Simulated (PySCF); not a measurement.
**C5H5F2O (doublet): density, localisation and related maps**

The calculation's input:

```
{"job": {"kind": "epr", "basis": "pcH-1"}, "charge": 0, "multiplicity": 2}
C     -2.245438    -0.564020     0.029594
O     -0.947433    -0.554808    -0.538597
C     -0.155304     0.476526    -0.131776
F      0.174547     0.304112     1.243274
C      1.092494     0.506646    -0.938845
C      2.510629     0.758890    -0.516737
C      2.179541    -0.424209    -1.011383
F      2.586779    -1.621175    -1.324672
H     -2.755447    -1.421170    -0.402381
H     -2.783554     0.356533    -0.220640
H     -2.195673    -0.670603     1.116426
H     -0.672700     1.453856    -0.145721
H      3.207170     1.399909    -0.037517
```

Run with:

```sh
OMP_NUM_THREADS=1 python probes_run.py task.json out
```

Geometry: GFN2-xTB.

All numbers below come from UKS B3LYP, pcH-1 on C F H O, non-relativistic, mean-field spin-orbit, GIAO (PySCF 2.14.0, density-fitted response routines).

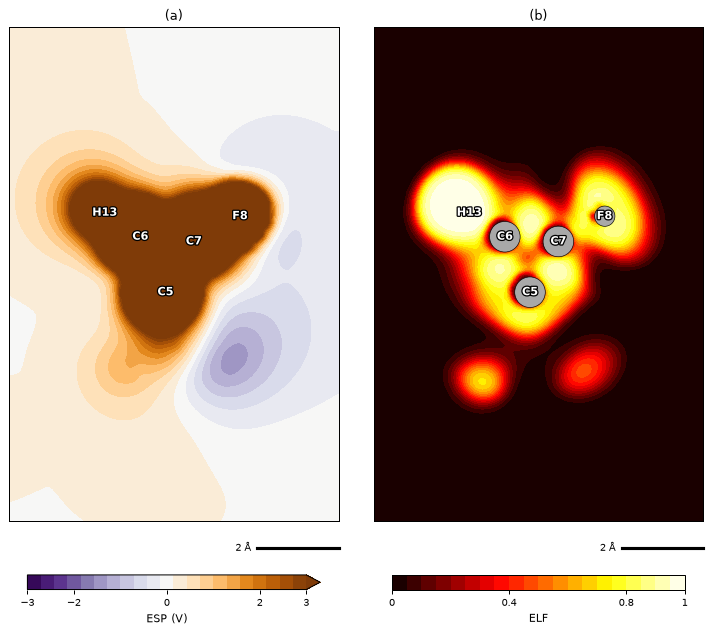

Figure 1. (a) electrostatic potential; (b) ELF on the plane of atoms C5, C6 and C7. Grey discs cover the atomic cores in the ELF map.

Interpret the plot.

- The plane passes through C, F and H nuclei.
- C–F (1.30 Å): the ELF peaks at about 0.80 between the atoms; a shared but strongly polarised pair.
- C–C (1.32 Å): the ELF peaks at about 0.85 between the atoms: a multiple bond.
- C–H (1.06 Å): the ELF climbs to about 1 towards the hydrogen, as it does in any bond to H.
- C–C (1.43 Å): the ELF peaks at about 0.85 between the atoms (a covalent bond).
- The ELF also peaks beside F8, away from the bonds: non-bonding electrons, paired or unpaired.
- Outside the dense part of the molecule the potential is most negative (−1.4 V) near O2, which lies off the plane.

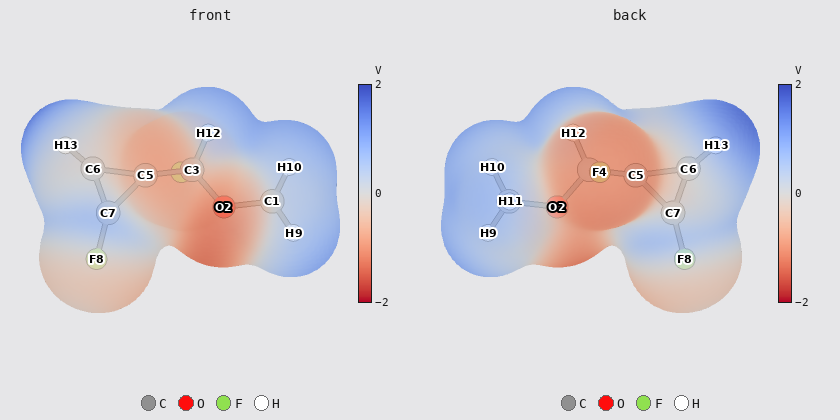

Figure 2. The electrostatic potential painted on the density surface at 0.002 e/bohr³, seen from the front and from behind; red is negative and blue positive.

Describe the electrostatic potential map.

The most negative region (about −1.3 V, or −30 kcal/mol for a unit charge) lies over O2, the most positive (about +1.6 V, or +37 kcal/mol for a unit charge) over H13. O2 is the likeliest acceptor of a hydrogen bond.

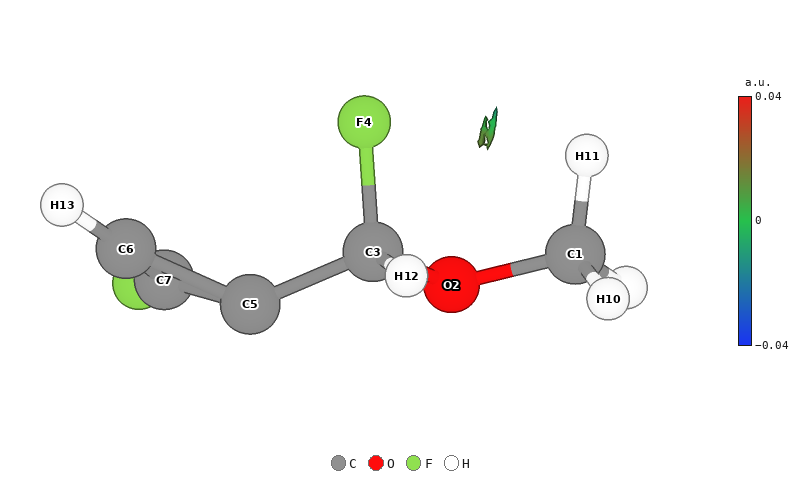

Figure 3. Non-covalent interaction (NCI) plot: the surface where the reduced density gradient is 0.5, for densities under 0.05 a.u., coloured by sign(λ₂)ρ; seen from one side.

Which non-covalent interactions does the plot reveal?

Near H11, F4 and C1: mostly steric crowding (olive to red).
